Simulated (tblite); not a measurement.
## Run report: CH5O2Si, geometry relaxation (part 2 of 2)

Continued. System: CH5O2Si, multiplicity 2. Method: GFN2-xTB geometry optimisation, gas phase (tblite 0.8.0). 

Geometry of the input (Å):
```
Si -1.1316  -1.1549  0.5294
O  0.1941  -1.7220  1.5549
O  -0.9090  -1.2779  -1.2234
C  -0.1620  -0.4148  -1.9878
H  -1.7999  0.0173  0.9832
H  0.5510  -1.2798  2.3400
H  0.5010  0.1288  -1.3628
H  -0.8131  0.2729  -2.4453
H  0.3793  -0.9180  -2.7005
```

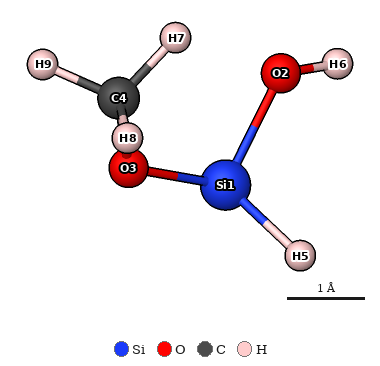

**Figure 1.** The geometry at step 69 of the log (ball-and-stick view, seen at a tilt; atoms are numbered from 1 in the order of the input).

Trajectory as extended XYZ, continued:
```
9
Properties=species:S:1:pos:R:3:forces:R:3 step=45 energy=-396.50589
Si   -1.1607   -1.2430    0.5239   -0.0190   0.0210  -0.0150
O     0.3181   -1.2524    1.2403    0.0180  -0.0080  -0.0830
O    -0.9493   -1.2611   -1.0753   -0.0080   0.0010   0.0120
C    -0.1423   -0.4331   -1.8751   -0.0140   0.0050   0.0000
H    -1.8647   -0.0530    0.9968   -0.0120  -0.0380  -0.0030
H     0.4245   -1.4422    2.1643    0.0130   0.0170   0.0870
H     0.6292    0.0671   -1.2896    0.0220  -0.0260   0.0020
H    -0.7736    0.3182   -2.3545    0.0050   0.0320  -0.0150
H     0.3285   -1.0489   -2.6430   -0.0060  -0.0050   0.0150
9
Properties=species:S:1:pos:R:3:forces:R:3 step=48 energy=-396.50735
Si   -1.1626   -1.2466    0.5272   -0.0030   0.0130  -0.0240
O     0.3233   -1.2006    1.2313   -0.0100  -0.0370  -0.0280
O    -0.9722   -1.2395   -1.0751    0.0320  -0.0220  -0.0090
C    -0.1357   -0.4386   -1.8721   -0.0280   0.0400   0.0000
H    -1.9083   -0.0888    1.0108   -0.0150  -0.0170   0.0110
H     0.4435   -1.4435    2.1427    0.0180   0.0420   0.0210
H     0.6497    0.0356   -1.2826    0.0290  -0.0610  -0.0130
H    -0.7402    0.3371   -2.3463   -0.0150   0.0430  -0.0260
H     0.3122   -1.0635   -2.6480   -0.0090  -0.0010   0.0690
9
Properties=species:S:1:pos:R:3:forces:R:3 step=51 energy=-396.51179
Si   -1.1734   -1.2594    0.5284    0.0270  -0.0660  -0.0080
O     0.3222   -1.1380    1.2044   -0.0340   0.0220  -0.1760
O    -1.0132   -1.1842   -1.0755    0.0140  -0.0010  -0.0260
C    -0.1242   -0.4403   -1.8680    0.0250   0.0340   0.0030
H    -2.0007   -0.1849    1.0582   -0.0080   0.0440   0.0220
H     0.4872   -1.3935    2.1024    0.0090   0.0030   0.1380
H     0.7053   -0.0451   -1.2793   -0.0140  -0.0330  -0.0010
H    -0.6626    0.3906   -2.3325    0.0000  -0.0170   0.0240
H     0.2691   -1.0935   -2.6502   -0.0190   0.0150   0.0240
9
Properties=species:S:1:pos:R:3:forces:R:3 step=54 energy=-396.51547
Si   -1.1790   -1.2884    0.5174   -0.0030  -0.0280  -0.0320
O     0.3257   -1.1821    1.1684    0.0680  -0.0130   0.1520
O    -1.0317   -1.1586   -1.0834   -0.0520  -0.0230  -0.0110
C    -0.1200   -0.4351   -1.8671   -0.0150  -0.0430   0.0090
H    -1.9938   -0.2315    1.1019   -0.0330   0.0440  -0.0010
H     0.4671   -1.2934    2.1054   -0.0100   0.0220  -0.1380
H     0.7223   -0.0813   -1.2770    0.0620   0.0270   0.0630
H    -0.6277    0.4157   -2.3240   -0.0430   0.0480   0.0170
H     0.2468   -1.0938   -2.6538    0.0270  -0.0350  -0.0590
9
Properties=species:S:1:pos:R:3:forces:R:3 step=57 energy=-396.51632
Si   -1.1774   -1.2868    0.5176   -0.0060   0.0010  -0.0100
O     0.3287   -1.1737    1.1692    0.0000  -0.0040   0.0140
O    -1.0352   -1.1597   -1.0847   -0.0060  -0.0120  -0.0050
C    -0.1199   -0.4375   -1.8669    0.0060  -0.0030   0.0070
H    -1.9982   -0.2303    1.1015    0.0020   0.0080  -0.0210
H     0.4679   -1.2989    2.1023    0.0130   0.0130  -0.0230
H     0.7229   -0.0829   -1.2735    0.0050  -0.0120   0.0170
H    -0.6276    0.4168   -2.3214   -0.0120   0.0020   0.0240
H     0.2484   -1.0955   -2.6562   -0.0020   0.0060  -0.0020
9
Properties=species:S:1:pos:R:3:forces:R:3 step=60 energy=-396.51683
Si   -1.1784   -1.2827    0.5147    0.0200  -0.0200   0.0280
O     0.3280   -1.1877    1.1706   -0.0180  -0.0010   0.0220
O    -1.0287   -1.1742   -1.0876   -0.0020  -0.0290   0.0160
C    -0.1211   -0.4378   -1.8652    0.0060  -0.0030  -0.0050
H    -1.9852   -0.2109    1.0888   -0.0020   0.0150  -0.0160
H     0.4665   -1.3013    2.1059   -0.0020   0.0130  -0.0510
H     0.7173   -0.0743   -1.2693   -0.0190  -0.0160  -0.0020
H    -0.6447    0.4099   -2.3141    0.0240   0.0110   0.0040
H     0.2559   -1.0896   -2.6561   -0.0070   0.0290   0.0040
9
Properties=species:S:1:pos:R:3:forces:R:3 step=63 energy=-396.51825
Si   -1.1847   -1.2908    0.5088   -0.0290  -0.0100   0.0300
O     0.3263   -1.1753    1.1469    0.0070   0.0150  -0.0500
O    -1.0423   -1.1816   -1.0952    0.0470  -0.0170   0.0250
C    -0.1172   -0.4429   -1.8530   -0.0570  -0.0080   0.0170
H    -1.9980   -0.2223    1.0828    0.0070  -0.0010  -0.0190
H     0.4814   -1.2626    2.0804    0.0010  -0.0040   0.0410
H     0.7299   -0.1176   -1.2457   -0.0610  -0.0060  -0.0370
H    -0.6290    0.4261   -2.2761    0.0820   0.0040   0.0100
H     0.2432   -1.0816   -2.6611    0.0020   0.0270  -0.0160
9
Properties=species:S:1:pos:R:3:forces:R:3 step=66 energy=-396.51967
Si   -1.1921   -1.3008    0.5071   -0.0020   0.0030  -0.0030
O     0.3255   -1.1524    1.1225    0.0080   0.0070  -0.0150
O    -1.0550   -1.1880   -1.0984    0.0110  -0.0200   0.0010
C    -0.1179   -0.4514   -1.8403   -0.0050   0.0000  -0.0040
H    -2.0156   -0.2382    1.0754   -0.0060   0.0020  -0.0010
H     0.4988   -1.2276    2.0539   -0.0040  -0.0060   0.0340
H     0.7359   -0.1646   -1.2264    0.0070   0.0030  -0.0020
H    -0.5983    0.4457   -2.2375    0.0040   0.0160   0.0030
H     0.2284   -1.0712   -2.6686   -0.0140  -0.0050  -0.0140
9
Properties=species:S:1:pos:R:3:forces:R:3 step=69 energy=-396.51983
Si   -1.1906   -1.2963    0.5084    0.0090  -0.0010   0.0020
O     0.3264   -1.1514    1.1283   -0.0060   0.0020   0.0140
O    -1.0495   -1.1961   -1.0977    0.0090  -0.0010   0.0000
C    -0.1198   -0.4515   -1.8415    0.0120  -0.0020  -0.0050
H    -2.0127   -0.2278    1.0682    0.0010  -0.0020  -0.0010
H     0.4983   -1.2420    2.0594   -0.0110   0.0020  -0.0050
H     0.7315   -0.1559   -1.2283    0.0120  -0.0050  -0.0030
H    -0.6054    0.4424   -2.2401   -0.0120   0.0030   0.0060
H     0.2315   -1.0699   -2.6689   -0.0160   0.0010  -0.0090
9
Properties=species:S:1:pos:R:3:forces:R:3 step=72 energy=-396.52003
Si   -1.1900   -1.2959    0.5076   -0.0100   0.0010  -0.0020
O     0.3256   -1.1508    1.1287    0.0110   0.0010   0.0240
O    -1.0444   -1.2038   -1.0984    0.0060   0.0120   0.0020
C    -0.1185   -0.4518   -1.8409   -0.0200   0.0060  -0.0010
H    -2.0105   -0.2238    1.0640    0.0020  -0.0060  -0.0050
H     0.4957   -1.2406    2.0601   -0.0070   0.0030   0.0010
H     0.7340   -0.1583   -1.2271   -0.0020  -0.0110  -0.0320
H    -0.6090    0.4434   -2.2332    0.0110  -0.0170   0.0220
H     0.2268   -1.0668   -2.6731    0.0090   0.0120  -0.0090
9
Properties=species:S:1:pos:R:3:forces:R:3 step=75 energy=-396.52094
Si   -1.1863   -1.3013    0.5057   -0.0180  -0.0120   0.0040
O     0.3233   -1.1438    1.1353    0.0330   0.0060   0.0180
O    -1.0289   -1.2177   -1.0986   -0.0460   0.0120  -0.0010
C    -0.1148   -0.4545   -1.8428   -0.0210   0.0010  -0.0040
H    -2.0166   -0.2349    1.0561   -0.0110   0.0070  -0.0040
H     0.4854   -1.2146    2.0694    0.0020  -0.0010   0.0250
H     0.7540   -0.1874   -1.2394    0.0190  -0.0380  -0.0660
H    -0.5990    0.4599   -2.1970   -0.0140  -0.0220   0.0190
H     0.1926   -1.0541   -2.7010    0.0570   0.0470   0.0090
9
Properties=species:S:1:pos:R:3:forces:R:3 step=78 energy=-396.52422
Si   -1.1652   -1.3066    0.5038    0.0350  -0.0440   0.0470
O     0.3214   -1.1423    1.1907   -0.0370   0.0210  -0.0740
O    -0.9724   -1.2680   -1.0976   -0.0630  -0.0180  -0.0010
C    -0.1136   -0.4605   -1.8601    0.0280  -0.0140   0.0260
H    -2.0207   -0.2395    1.0103   -0.0040   0.0250  -0.0040
H     0.4438   -1.1694    2.1328   -0.0060  -0.0070   0.0330
H     0.8057   -0.2560   -1.3112    0.0700  -0.0190  -0.0550
H    -0.6006    0.4885   -2.0954   -0.0430   0.0030  -0.0190
H     0.1113   -0.9947   -2.7855    0.0210   0.0520   0.0480
9
Properties=species:S:1:pos:R:3:forces:R:3 step=81 energy=-396.52609
Si   -1.1641   -1.3147    0.5035    0.0080  -0.0040   0.0080
O     0.3195   -1.1272    1.1887   -0.0220   0.0120  -0.0430
O    -0.9683   -1.2857   -1.0993    0.0050  -0.0020   0.0010
C    -0.1120   -0.4655   -1.8533   -0.0100  -0.0100  -0.0160
H    -2.0286   -0.2445    0.9929    0.0060  -0.0030  -0.0040
H     0.4398   -1.1420    2.1317   -0.0020  -0.0060   0.0220
H     0.8287   -0.3002   -1.3286    0.0270   0.0200   0.0100
H    -0.5925    0.4976   -2.0457    0.0140  -0.0120   0.0050
H     0.0871   -0.9662   -2.8021   -0.0260   0.0040   0.0180
9
Properties=species:S:1:pos:R:3:forces:R:3 step=84 energy=-396.52655
Si   -1.1633   -1.3184    0.5054   -0.0020   0.0160  -0.0350
O     0.3163   -1.1052    1.1890    0.0040   0.0010  -0.0090
O    -0.9607   -1.2949   -1.0973    0.0180   0.0260  -0.0070
C    -0.1087   -0.4690   -1.8518   -0.0220   0.0030  -0.0020
H    -2.0397   -0.2534    0.9861    0.0030  -0.0110  -0.0060
H     0.4375   -1.1351    2.1315    0.0070   0.0000   0.0230
H     0.8452   -0.3228   -1.3429   -0.0120   0.0000   0.0010
H    -0.5800    0.5041   -2.0187    0.0130  -0.0300   0.0210
H     0.0631   -0.9536   -2.8137   -0.0090  -0.0060   0.0150
9
Properties=species:S:1:pos:R:3:forces:R:3 step=87 energy=-396.52682
Si   -1.1586   -1.3213    0.5039    0.0050   0.0060   0.0070
O     0.3145   -1.0913    1.1969    0.0050  -0.0040   0.0120
O    -0.9509   -1.3012   -1.0970   -0.0110  -0.0140  -0.0060
C    -0.1075   -0.4711   -1.8527    0.0080   0.0050  -0.0030
H    -2.0474   -0.2630    0.9732   -0.0080   0.0020   0.0050
H     0.4331   -1.1248    2.1404   -0.0030   0.0020  -0.0130
H     0.8583   -0.3462   -1.3614    0.0040   0.0020   0.0020
H    -0.5688    0.5101   -1.9890   -0.0020   0.0060   0.0030
H     0.0368   -0.9397   -2.8265    0.0010  -0.0040  -0.0060
9
Properties=species:S:1:pos:R:3:forces:R:3 step=89 energy=-396.52686
Si   -1.1585   -1.3214    0.5036    0.0030   0.0030   0.0020
O     0.3147   -1.0881    1.1953    0.0000  -0.0030   0.0060
O    -0.9511   -1.3039   -1.0977    0.0000  -0.0050  -0.0040
C    -0.1068   -0.4722   -1.8518    0.0010   0.0020  -0.0020
H    -2.0503   -0.2646    0.9711   -0.0020   0.0000   0.0040
H     0.4336   -1.1202    2.1387   -0.0020   0.0020  -0.0070
H     0.8610   -0.3535   -1.3624   -0.0040   0.0010  -0.0030
H    -0.5657    0.5116   -1.9802    0.0060  -0.0040  -0.0010
H     0.0327   -0.9362   -2.8288   -0.0010   0.0040   0.0060
```

Key numbers:

| quantity | value |
| --- | --- |
| outcome | converged |
| total energy | −396.5269 eV |
| wall time | 1.9 s |
| peak memory | 0.18 GiB |
